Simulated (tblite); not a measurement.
Run report: C5H15AsSi, geometry relaxation

C5H15AsSi, computed with GFN2-xTB geometry optimisation, gas phase (tblite 0.8.0).

It belongs to a series of runs on one base structure; here: H on C replaced by iPr.

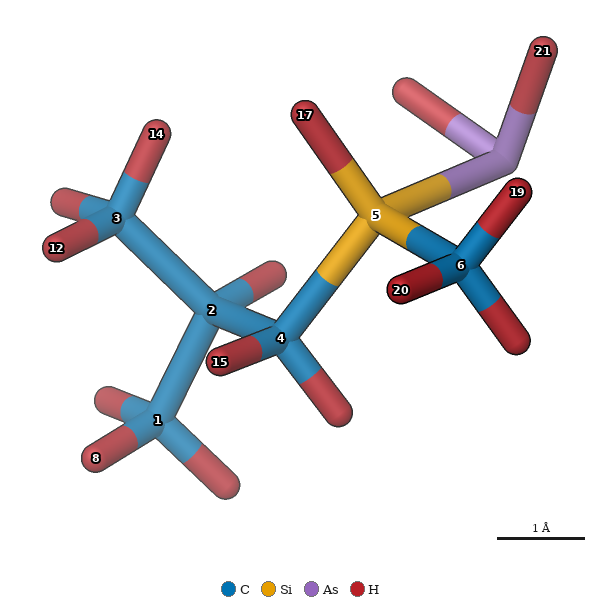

Fig. 1: The starting structure (stick view, seen at a tilt; atoms are numbered from 1 in the order of the input).

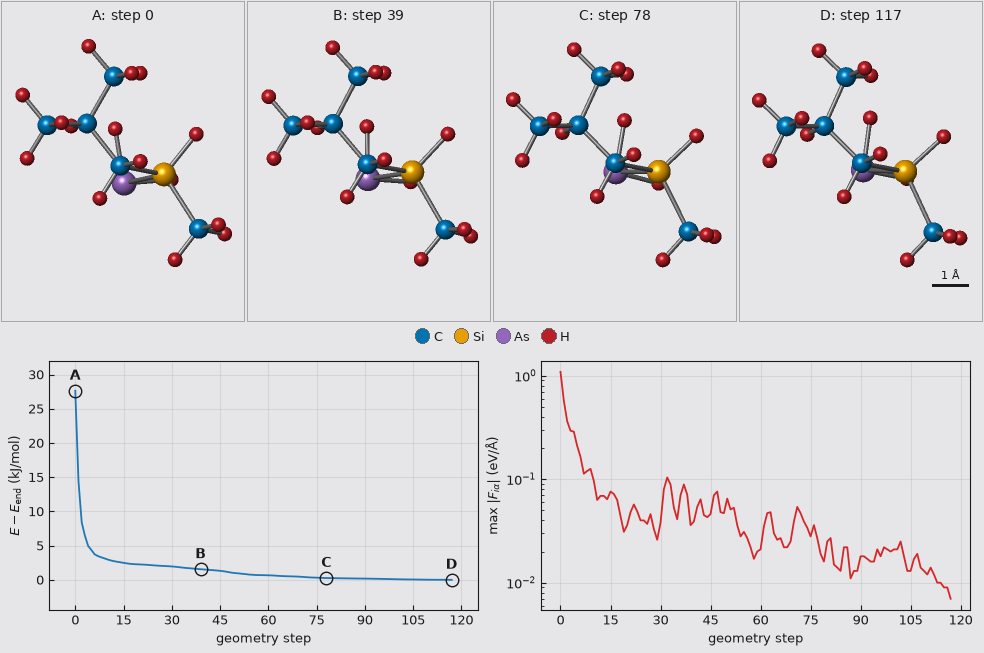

Fig. 2: Frames of the relaxation (ball-and-stick view, seen at a tilt) above the curves, on which the letters mark them (steps are counted from 0).

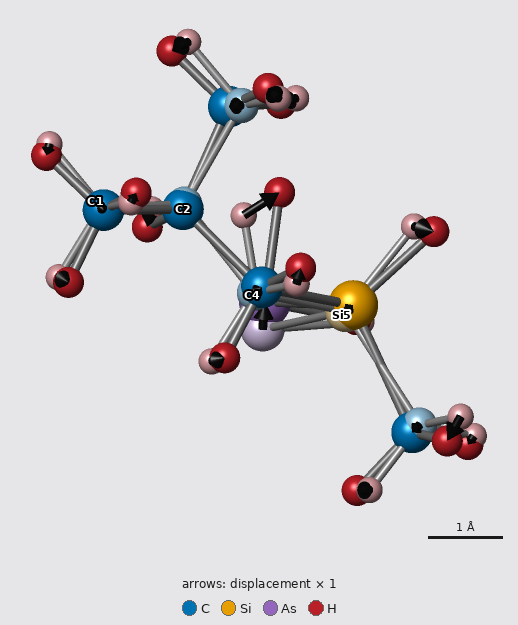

Fig. 3: Start (faint) and end (solid) with the displacements as black arrows, at true length (ball-and-stick view, seen at a tilt). The two geometries are laid on each other by the best rigid fit. The largest move after the best rigid fit is that of H22, 0.58 Å. By element the largest moves are H 0.58 Å, As 0.38 Å, C 0.25 Å, Si 0.13 Å. Among the contacts that change: As7–H21 1.565 → 1.498 Å, Si5–C6 1.863 → 1.907 Å, C4–Si5 1.881 → 1.914 Å, C1–H10 1.121 → 1.088 Å. Among the angles that change: As7–Si5–H17 109.3° → 115.8°, H21–As7–H22 92.3° → 89.4°, Si5–C6–H20 109.5° → 112.1°. The energy falls by 27.6 kJ/mol in 117 geometry steps. Largest force component: 1.1 eV/Å at the start, 0.007 eV/Å at the end. (Atoms are counted from 1 in the order of the input.)

The input and output of the run follow.

### The input
```
{"job": {"kind": "relax", "xc": "GFN2-xTB", "basis": "xTB"}, "charge": 0, "multiplicity": 1}
C     -2.622400    -0.259800    -0.765300
C     -1.319700     0.335000    -0.249700
C     -1.548500     1.025900     1.109800
C     -0.251900    -0.773600    -0.134600
Si     1.486700    -0.127800     0.176600
C      2.679300    -1.558500     0.172900
As     2.088300     1.355800    -1.519900
H     -3.014900    -1.024500    -0.062500
H     -2.469700    -0.723700    -1.760800
H     -3.397200     0.542800    -0.871800
H     -0.975300     1.088700    -0.977400
H     -1.858300     0.289800     1.885400
H     -2.369600     1.787900     1.015800
H     -0.640200     1.560500     1.440000
H     -0.515600    -1.475300     0.696000
H     -0.216100    -1.358700    -1.061400
H      1.566800     0.557200     1.473000
H      2.641500    -2.083500    -0.803400
H      3.711500    -1.175500     0.356000
H      2.413400    -2.264400     0.989600
H      3.371100     1.797900    -0.739600
H      1.230400     2.503200    -0.886700
```

The first line tells a small driver script what to run in tblite; the rest is the geometry in Å.

Command:
```bash
OMP_NUM_THREADS=1 python <driver script> task.json out
```

### What the program printed
```
step      E/eV     max force
  0    -610.55526    1.150
  1    -610.69233    0.618
  2    -610.75460    0.497
  3    -610.77493    0.387
  4    -610.79028    0.322
  5    -610.79636    0.259
  6    -610.80287    0.222
  7    -610.80553    0.150
  8    -610.80738    0.126
  9    -610.80897    0.131
 10    -610.81074    0.100
 11    -610.81221    0.080
 12    -610.81332    0.075
 13    -610.81419    0.073
 14    -610.81501    0.070
 15    -610.81586    0.078
 16    -610.81667    0.072
 17    -610.81733    0.064
 18    -610.81777    0.048
 19    -610.81805    0.037
 20    -610.81825    0.038
 21    -610.81847    0.055
 22    -610.81874    0.066
 23    -610.81911    0.062
 24    -610.81952    0.048
 25    -610.81991    0.042
 26    -610.82022    0.042
 27    -610.82049    0.054
 28    -610.82074    0.043
 29    -610.82101    0.036
 30    -610.82132    0.047
 31    -610.82173    0.082
 32    -610.82228    0.109
 33    -610.82289    0.098
 34    -610.82343    0.060
 35    -610.82386    0.056
 36    -610.82425    0.071
 37    -610.82469    0.092
 38    -610.82517    0.076
 39    -610.82557    0.041
 40    -610.82591    0.042
 41    -610.82626    0.060
 42    -610.82666    0.074
 43    -610.82707    0.056
 44    -610.82746    0.056
 45    -610.82793    0.064
 46    -610.82855    0.075
 47    -610.82935    0.085
 48    -610.83024    0.059
 49    -610.83099    0.049
 50    -610.83156    0.068
 51    -610.83193    0.075
 52    -610.83254    0.076
 53    -610.83301    0.047
 54    -610.83364    0.039
 55    -610.83387    0.043
 56    -610.83427    0.033
 57    -610.83441    0.030
 58    -610.83452    0.019
 59    -610.83460    0.023
 60    -610.83473    0.028
 61    -610.83491    0.046
 62    -610.83519    0.061
 63    -610.83552    0.056
 64    -610.83582    0.031
 65    -610.83605    0.027
 66    -610.83621    0.031
 67    -610.83635    0.029
 68    -610.83649    0.025
 69    -610.83666    0.030
 70    -610.83692    0.049
 71    -610.83728    0.072
 72    -610.83766    0.065
 73    -610.83794    0.040
 74    -610.83814    0.036
 75    -610.83831    0.038
 76    -610.83852    0.050
 77    -610.83872    0.038
 78    -610.83886    0.022
 79    -610.83895    0.020
 80    -610.83904    0.030
 81    -610.83914    0.033
 82    -610.83922    0.017
 83    -610.83928    0.017
 84    -610.83934    0.018
 85    -610.83942    0.028
 86    -610.83951    0.026
 87    -610.83957    0.014
 88    -610.83962    0.016
 89    -610.83966    0.016
 90    -610.83972    0.022
 91    -610.83980    0.021
 92    -610.83989    0.021
 93    -610.83998    0.021
 94    -610.84006    0.021
 95    -610.84015    0.022
 96    -610.84026    0.019
 97    -610.84038    0.023
 98    -610.84050    0.023
 99    -610.84062    0.023
100    -610.84073    0.024
101    -610.84084    0.023
102    -610.84092    0.027
103    -610.84099    0.021
104    -610.84105    0.014
105    -610.84111    0.017
106    -610.84117    0.020
107    -610.84124    0.022
108    -610.84132    0.017
109    -610.84138    0.015
110    -610.84143    0.013
111    -610.84147    0.014
112    -610.84150    0.012
113    -610.84152    0.012
114    -610.84155    0.011
115    -610.84157    0.010
116    -610.84159    0.011
117    -610.84160    0.008
```

### Trajectory as extended XYZ (Å, eV, eV/Å), 5 of the 118 frames kept, from step=0 to step=117
```
22
Properties=species:S:1:pos:R:3:forces:R:3 step=0 energy=-610.55526
C    -2.6224   -0.2598   -0.7653   -0.8100   0.1000  -0.2350
C    -1.3197    0.3350   -0.2497    0.1640  -0.3280   0.4800
C    -1.5485    1.0259    1.1098   -0.4650   0.3590   0.0040
C    -0.2519   -0.7736   -0.1346   -0.5530  -0.2520   0.5270
Si    1.4867   -0.1278    0.1766    0.0040   1.0900  -0.0740
C     2.6793   -1.5585    0.1729    0.7680  -0.8080   0.2820
As    2.0883    1.3558   -1.5199    0.1510   0.6740   0.3620
H    -3.0149   -1.0245   -0.0625    0.2620   0.4540  -0.4780
H    -2.4697   -0.7237   -1.7608   -0.1510   0.2260   0.6140
H    -3.3972    0.5428   -0.8718    0.5880  -0.7100   0.0620
H    -0.9753    1.0887   -0.9774    0.0350  -0.0840   0.1100
H    -1.8583    0.2898    1.8854    0.3120   0.5220  -0.5780
H    -2.3696    1.7879    1.0158    0.7270  -0.7090   0.0880
H    -0.6402    1.5605    1.4400   -0.4820  -0.3770  -0.1210
H    -0.5156   -1.4753    0.6960   -0.0500   0.4610  -0.6940
H    -0.2161   -1.3587   -1.0614   -0.2210   0.0490   0.1300
H     1.5668    0.5572    1.4730    0.0110  -0.0610   0.2700
H     2.6415   -2.0835   -0.8034    0.2150   0.1890   0.7270
H     3.7115   -1.1755    0.3560   -0.7670  -0.5290  -0.2210
H     2.4134   -2.2644    0.9896    0.4100   0.3170  -0.7160
H     3.3711    1.7979   -0.7396   -0.6970  -0.1030  -0.3150
H     1.2304    2.5032   -0.8867    0.5470  -0.4800  -0.2240
22
Properties=species:S:1:pos:R:3:forces:R:3 step=29 energy=-610.82101
C    -2.6345   -0.2604   -0.7668    0.0000   0.0080  -0.0020
C    -1.3246    0.3323   -0.2492    0.0230  -0.0200   0.0010
C    -1.5644    1.0425    1.0785   -0.0030   0.0000  -0.0160
C    -0.2607   -0.7525   -0.1034    0.0200  -0.0200   0.0110
Si    1.5000   -0.0865    0.2294   -0.0030  -0.0070   0.0180
C     2.7011   -1.5650    0.1807    0.0260  -0.0180   0.0000
As    2.0295    1.3836   -1.5107   -0.0140   0.0100  -0.0240
H    -3.0093   -1.0103   -0.0722    0.0090   0.0050  -0.0080
H    -2.4897   -0.7308   -1.7372    0.0040  -0.0030   0.0100
H    -3.3895    0.5157   -0.8728   -0.0120  -0.0020  -0.0100
H    -0.9669    1.0714   -0.9847   -0.0100  -0.0030   0.0040
H    -1.8544    0.3205    1.8398    0.0030   0.0240  -0.0030
H    -2.3618    1.7761    0.9790    0.0100   0.0100   0.0130
H    -0.6645    1.5537    1.4128   -0.0160  -0.0010  -0.0080
H    -0.5624   -1.4452    0.6835   -0.0180  -0.0050  -0.0170
H    -0.2239   -1.3295   -1.0325   -0.0220  -0.0110   0.0160
H     1.5875    0.4480    1.6076   -0.0050   0.0260  -0.0020
H     2.6721   -2.0721   -0.7800   -0.0080   0.0070  -0.0150
H     3.7202   -1.2257    0.3415    0.0190  -0.0020  -0.0010
H     2.4740   -2.2977    0.9476   -0.0010  -0.0090  -0.0030
H     3.2984    1.8267   -0.8518    0.0060  -0.0140   0.0110
H     1.3132    2.5246   -0.8572   -0.0080   0.0260   0.0240
22
Properties=species:S:1:pos:R:3:forces:R:3 step=58 energy=-610.83452
C    -2.6295   -0.2925   -0.7788   -0.0050  -0.0070   0.0040
C    -1.3176    0.2964   -0.2640   -0.0100   0.0050  -0.0090
C    -1.5554    1.1044    1.0067    0.0010  -0.0010  -0.0070
C    -0.2834   -0.8004   -0.0243    0.0000   0.0130  -0.0010
Si    1.4770   -0.1118    0.2701    0.0160  -0.0080   0.0030
C     2.7219   -1.5472    0.1109   -0.0010   0.0000  -0.0060
As    1.8554    1.4900   -1.3962    0.0060  -0.0120   0.0020
H    -3.0351   -1.0005   -0.0588   -0.0030   0.0010   0.0170
H    -2.4710   -0.8140   -1.7204   -0.0010  -0.0070   0.0040
H    -3.3668    0.4906   -0.9435    0.0030   0.0020   0.0040
H    -0.9269    0.9783   -1.0390   -0.0040   0.0050  -0.0040
H    -1.8674    0.4494    1.8178   -0.0110   0.0030  -0.0080
H    -2.3308    1.8512    0.8494    0.0020  -0.0010  -0.0030
H    -0.6434    1.6145    1.3103   -0.0060   0.0080   0.0010
H    -0.6085   -1.4210    0.8112    0.0060  -0.0040  -0.0010
H    -0.2568   -1.4502   -0.9034    0.0090  -0.0010   0.0060
H     1.6011    0.3676    1.6663   -0.0140   0.0090   0.0070
H     2.6999   -1.9817   -0.8850    0.0000   0.0010  -0.0030
H     3.7327   -1.1944    0.2941   -0.0030   0.0000  -0.0070
H     2.5151   -2.3388    0.8234    0.0080  -0.0100  -0.0140
H     3.2686    1.7172   -0.9577    0.0060   0.0050   0.0160
H     1.4104    2.6123   -0.5070    0.0040   0.0000  -0.0010
22
Properties=species:S:1:pos:R:3:forces:R:3 step=88 energy=-610.83962
C    -2.6423   -0.3357   -0.7505   -0.0020  -0.0030  -0.0050
C    -1.3263    0.2802   -0.2791    0.0040  -0.0060  -0.0020
C    -1.5641    1.1546    0.9469    0.0050   0.0020  -0.0070
C    -0.2910   -0.8038    0.0118    0.0010  -0.0070  -0.0010
Si    1.4735   -0.1208    0.3003   -0.0040   0.0010   0.0030
C     2.7243   -1.5372    0.0399   -0.0020  -0.0040   0.0020
As    1.8858    1.5285   -1.3086    0.0060   0.0040   0.0040
H    -3.0577   -0.9772    0.0245    0.0010   0.0030   0.0020
H    -2.4875   -0.9347   -1.6452    0.0020  -0.0080  -0.0030
H    -3.3697    0.4395   -0.9822   -0.0030   0.0010   0.0100
H    -0.9402    0.9190   -1.0920    0.0080   0.0060   0.0090
H    -1.9092    0.5492    1.7829    0.0090  -0.0030  -0.0130
H    -2.3181    1.9106    0.7376    0.0020   0.0020   0.0000
H    -0.6456    1.6578    1.2433    0.0040   0.0060  -0.0020
H    -0.6225   -1.3920    0.8682    0.0030   0.0010   0.0010
H    -0.2575   -1.4888   -0.8393   -0.0060  -0.0020  -0.0030
H     1.6062    0.3022    1.7141    0.0000   0.0020   0.0000
H     2.6958   -1.8999   -0.9849   -0.0070   0.0010   0.0010
H     3.7342   -1.1873    0.2346   -0.0030  -0.0020   0.0040
H     2.5346   -2.3804    0.6954   -0.0020  -0.0050  -0.0020
H     3.2998    1.6982   -0.8443   -0.0040   0.0120  -0.0040
H     1.4670    2.6374   -0.3913   -0.0090  -0.0020   0.0030
22
Properties=species:S:1:pos:R:3:forces:R:3 step=117 energy=-610.84160
C    -2.6405   -0.3516   -0.7327    0.0020   0.0020   0.0020
C    -1.3160    0.2717   -0.2957   -0.0040   0.0040   0.0000
C    -1.5355    1.1802    0.9084    0.0000   0.0010   0.0000
C    -0.2836   -0.8093    0.0137   -0.0050   0.0030  -0.0020
Si    1.4790   -0.1253    0.3086    0.0000   0.0040  -0.0030
C     2.7087   -1.5540    0.0201    0.0020   0.0010   0.0000
As    1.8876    1.5582   -1.2664    0.0050  -0.0060  -0.0010
H    -3.0450   -0.9700    0.0666   -0.0030  -0.0010  -0.0030
H    -2.5011   -0.9758   -1.6127    0.0010   0.0000   0.0020
H    -3.3700    0.4192   -0.9727    0.0030   0.0000   0.0010
H    -0.9347    0.8869   -1.1287    0.0000  -0.0010   0.0010
H    -1.8605    0.5958    1.7667    0.0020   0.0010   0.0010
H    -2.2980    1.9256    0.6921    0.0010   0.0010   0.0010
H    -0.6149    1.6974    1.1737   -0.0010  -0.0010  -0.0020
H    -0.6186   -1.3858    0.8765   -0.0070   0.0000   0.0010
H    -0.2479   -1.5050   -0.8284   -0.0010  -0.0030   0.0000
H     1.6139    0.2746    1.7290    0.0000  -0.0020  -0.0010
H     2.6784   -1.8886   -1.0141    0.0030  -0.0010  -0.0030
H     3.7243   -1.2325    0.2311    0.0040   0.0040   0.0020
H     2.4948   -2.4101    0.6509    0.0040  -0.0050   0.0010
H     3.2767    1.7802   -0.7519   -0.0030   0.0040  -0.0010
H     1.3924    2.6377   -0.3521   -0.0020  -0.0020   0.0020
```

### Key numbers

- outcome: converged
- total energy: −610.8416 eV
- hardware: 1 CPU thread, shared host
- wall time: 1.7 s
- peak memory: 0.18 GiB
